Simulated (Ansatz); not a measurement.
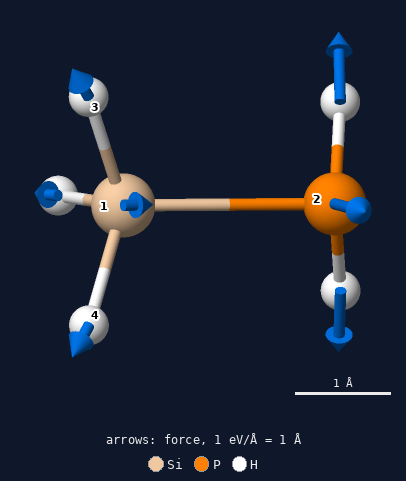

Starting geometry of SiPH₅ with the computed forces as blue arrows. Style: ball-and-stick. Shown at a tilt.

The start comes from GFN2-xTB.

Computed with Ansatz 0.2.0, RKS PBE0-D4/def2-TZVP.

Input file:
```yaml
crystal:
  periodic: [false, false, false]
  atoms:
    - {symbol: Si, position_ang: [-0.640830, -0.361550, -0.395920]}
    - {symbol: P, position_ang: [1.061310, -0.009120, 1.007680]}
    - {symbol: H, position_ang: [-1.825500, -0.602940, 0.426340]}
    - {symbol: H, position_ang: [-0.298920, -1.544330, -1.184630]}
    - {symbol: H, position_ang: [-0.890510, 0.768910, -1.293660]}
    - {symbol: H, position_ang: [0.664680, 1.260240, 1.387120]}
    - {symbol: H, position_ang: [1.929760, 0.488790, 0.053060]}
basis:
  gaussian: {orbitals: def2-TZVP}
hamiltonian: {xc: pbe0, dispersion: d4}
relax: {f_tol: 0.005, max_steps: 150}
```

Launched with:
```bash
ansatz run in.yaml --threads 2 --pin off --events-out ev --progress --plain --max-ram 32768MiB --backend cpu
```

**Is this structure relaxed? If not, where do the atoms go?**

It isn't relaxed: the largest force vector, on P2, is 1.11 eV/Å. The final displacements follow the starting forces only in part (cosine between the two patterns 0.75). The largest moves after the best rigid fit, 0.040 Å, are those of H6 and H7. By element the largest moves are H 0.040 Å, P 0.039 Å, Si 0.017 Å. Among the contacts that change: P2–H6 1.383 → 1.421 Å, Si1–H3 1.462 → 1.486 Å, Si1–P2 2.234 → 2.255 Å. Bond angles that change, for instance: H3–Si1–H4 111.1° → 108.9°. Over 4 geometry steps the energy falls by 0.057 eV. Largest force component: 0.95 eV/Å at the start, 0.0029 eV/Å at the end. The run took of the order of 12 core-seconds on a shared host.
